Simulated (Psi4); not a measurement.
# ULCCD/aug-cc-pVTZ (fitted SCF) run of BN (boron nitride)

What is the energy change on altering one bond length of BN (boron nitride) at ULCCD/aug-cc-pVTZ (fitted SCF)? 

The results are computed with Psi4 1.11.

2 further runs of the same task are left out: 2 set aside as unsound or not needed.

### 1 Starting point

BN: 2 atoms, total charge 0, spin state triplet. SMILES: `B#N`. Geometry: relaxed at GFN2-xTB.

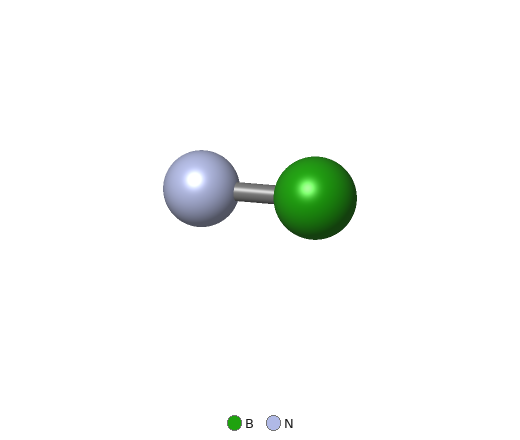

The structure, seen from a chosen angle (boron green, nitrogen light blue).

### 2 The energy at ULCCD/aug-cc-pVTZ (fitted SCF)

Contents of calc.py:

```python
import psi4

psi4.set_memory('1600 MB')
psi4.set_num_threads(1)
psi4.core.set_output_file('psi4.out', False)

molecule = psi4.geometry("""
0 3
B      0.000000     0.000000     0.000000
N      0.000000     0.000000     1.268430
symmetry c1
""")

options = {'basis': 'aug-cc-pVTZ', 'reference': 'uhf', 'scf_type': 'df', 'freeze_core': True, 'cc_type': 'conv'}
psi4.set_options(options)

e_tot = psi4.energy('lccd', molecule=molecule)
print(f'total energy {e_tot:.8f} hartree = {e_tot * 27.211386:.5f} eV')
```

Launch:

```console
$ python calc.py
```

psi4.out:

```text
[...]
  Running in c1 symmetry.
[...]
  Nuclear repulsion =   14.601674805428758
[...]
  Multiplicity = 3
[...]
  Nalpha       = 7
  Nbeta        = 5
[...]
    Number of basis functions: 92
[...]
   @DF-UHF iter   1:   -78.94402133161387   -1.00860e+00   4.01078e-03 DIIS/ADIIS
[...]
   @DF-UHF iter  15:   -79.01657983404628   -9.18021e-12   5.31323e-09 DIIS
[...]
   @S^2 Observed:                2.032675919E+00
[...]
    Orbital Energies [Eh]
    ---------------------
    Alpha Occupied:
       1A    -15.595043     2A     -7.691943     3A     -1.155859
       4A     -0.589156     5A     -0.522802     6A     -0.495438
       7A     -0.447493
    Alpha Virtual:
       8A      0.037324     9A      0.040529    10A      0.042666
      11A      0.052720    12A      0.097541    13A      0.114807
      14A      0.151673    15A      0.161020    16A      0.167349
      17A      0.176607    18A      0.176716    19A      0.179214
      20A      0.247516    21A      0.249346    22A      0.262274
      23A      0.318282    24A      0.355924    25A      0.362576
[...]
  @DF-UHF Final Energy:   -79.01657983404628
   => Energetics <=
    Nuclear Repulsion Energy =             14.6016748054287575
    One-Electron Energy =                -135.4888730852239860
    Two-Electron Energy =                  41.8706184457489456
    Total Energy =                        -79.0165798340462828
  UHF NO Occupations:
  HONO-2 :    5  A 1.9855309
  HONO-1 :    6  A 1.0000000
[...]
 Multipole Moments:
 ------------------------------------------------------------------------------------
     Multipole            Electronic (a.u.)      Nuclear  (a.u.)        Total (a.u.)
 ------------------------------------------------------------------------------------
 L = 1.  Multiply by 2.5417464519 to convert [e a0] to [Debye]
 Dipole X            :         -0.0000000            0.0000000           -0.0000000
 Dipole Y            :         -0.0000000            0.0000000           -0.0000000
 Dipole Z            :         -1.7329906            0.6755930           -1.0573976
 Magnitude           :                                                    1.0573976
[...]
	SCS-MP2 Total Energy (a.u.)        :   -79.23119873292649
	SOS-MP2 Total Energy (a.u.)        :   -79.22866719413085
	SCSN-MP2 Total Energy (a.u.)       :   -79.11608645590614
[...]
	SOS-PI-MP2 Total Energy (a.u.)     :   -79.24498160644505
[...]
	MP2 Total Energy (a.u.)            :   -79.23626181051773
[...]
```

Standard output:

```text
total energy -79.25871293 hartree = -2156.73943 eV
```

Wall time 26 s (1 thread of INTEL XEON PLATINUM 8581C at 2.30GHz (Emerald Rapids), shared host); peak memory 1.1 GiB.

### 3 The distorted shape

Contents of bn.py:

```python
import psi4

psi4.set_memory(1600000000)
psi4.set_num_threads(1)
psi4.set_output_file('psi4.out', False)

m = psi4.geometry("""
0 3
B
N 1 1.203227
symmetry c1
""")

options = {'basis': 'aug-cc-pVTZ', 'reference': 'uhf', 'scf_type': 'df', 'freeze_core': True, 'cc_type': 'conv'}
psi4.set_options(options)

energy_value = psi4.energy("lccd", molecule=m)
print(f'lccd energy: {energy_value:.10f} Eh')
```

Launch:

```console
$ python bn.py
```

psi4.out:

```text
[...]
  Running in c1 symmetry.
[...]
  Nuclear repulsion =   15.392941127027569
[...]
  Multiplicity = 3
[...]
  Nalpha       = 7
  Nbeta        = 5
[...]
    Number of basis functions: 92
[...]
   @DF-UHF iter   1:   -78.93378004459669   -9.43317e-01   4.12096e-03 DIIS/ADIIS
[...]
   @DF-UHF iter  14:   -79.00567433453001   -3.79430e-12   5.79332e-09 DIIS
[...]
   @S^2 Observed:                2.022897664E+00
[...]
    Orbital Energies [Eh]
    ---------------------
    Alpha Occupied:
       1A    -15.584835     2A     -7.673429     3A     -1.179196
       4A     -0.582009     5A     -0.539094     6A     -0.496084
       7A     -0.467554
    Alpha Virtual:
       8A      0.038553     9A      0.041073    10A      0.042741
      11A      0.052399    12A      0.107957    13A      0.124600
      14A      0.153494    15A      0.158947    16A      0.164708
      17A      0.176553    18A      0.177006    19A      0.179110
      20A      0.247498    21A      0.255156    22A      0.270659
      23A      0.323782    24A      0.358365    25A      0.366630
[...]
  @DF-UHF Final Energy:   -79.00567433453001
   => Energetics <=
    Nuclear Repulsion Energy =             15.3929411270275693
    One-Electron Energy =                -137.0177990829990904
    Two-Electron Energy =                  42.6191836214415076
    Total Energy =                        -79.0056743345300134
  UHF NO Occupations:
  HONO-2 :    5  A 1.9903457
  HONO-1 :    6  A 1.0000000
[...]
 Multipole Moments:
 ------------------------------------------------------------------------------------
     Multipole            Electronic (a.u.)      Nuclear  (a.u.)        Total (a.u.)
 ------------------------------------------------------------------------------------
 L = 1.  Multiply by 2.5417464519 to convert [e a0] to [Debye]
 Dipole X            :         -0.0000000            0.0000000           -0.0000000
 Dipole Y            :          0.0000000            0.0000000            0.0000000
 Dipole Z            :         -1.6359103            0.6408645           -0.9950458
 Magnitude           :                                                    0.9950458
[...]
	SCS-MP2 Total Energy (a.u.)        :   -79.21587093078200
	SOS-MP2 Total Energy (a.u.)        :   -79.21351957653012
	SCSN-MP2 Total Energy (a.u.)       :   -79.10250662942315
[...]
	SOS-PI-MP2 Total Energy (a.u.)     :   -79.22950767206858
[...]
	MP2 Total Energy (a.u.)            :   -79.22057363928580
[...]
```

The script printed:

```text
lccd energy: -79.2432478558 Eh
```

It took 26 s on 1 thread of INTEL XEON PLATINUM 8581C at 2.30GHz (Emerald Rapids), shared host; peak memory 1.1 GiB.

### 4 Outcome

Level: ULCCD/aug-cc-pVTZ (fitted SCF), 2 core orbitals frozen.

```
                                                                   quantity         value
                                                  first shape: total energy  -79.25871 Eh
    first shape: HOMO energy (Hartree–Fock orbitals) (highest over α and β)     -12.16 eV
     first shape: LUMO energy (Hartree–Fock orbitals) (lowest over α and β)      -0.34 eV
                   first shape: correlation energy (2 core orbitals frozen)    -242.1 mEh
                             first shape: ⟨S²⟩ of the reference determinant         2.033
                                              distorted shape: total energy  -79.24325 Eh
distorted shape: HOMO energy (Hartree–Fock orbitals) (highest over α and β)     -12.50 eV
 distorted shape: LUMO energy (Hartree–Fock orbitals) (lowest over α and β)      -0.24 eV
               distorted shape: correlation energy (2 core orbitals frozen)    -237.6 mEh
                         distorted shape: ⟨S²⟩ of the reference determinant         2.023
          energy change with the B1–N2 bond shortened from 1.268 to 1.203 Å      0.421 eV
```

In words: With the B1–N2 bond shortened from 1.268 to 1.203 Å the energy rises by 0.42 eV (9.7 kcal/mol). The first shape isn't relaxed at this level, so the change isn't measured from a minimum.
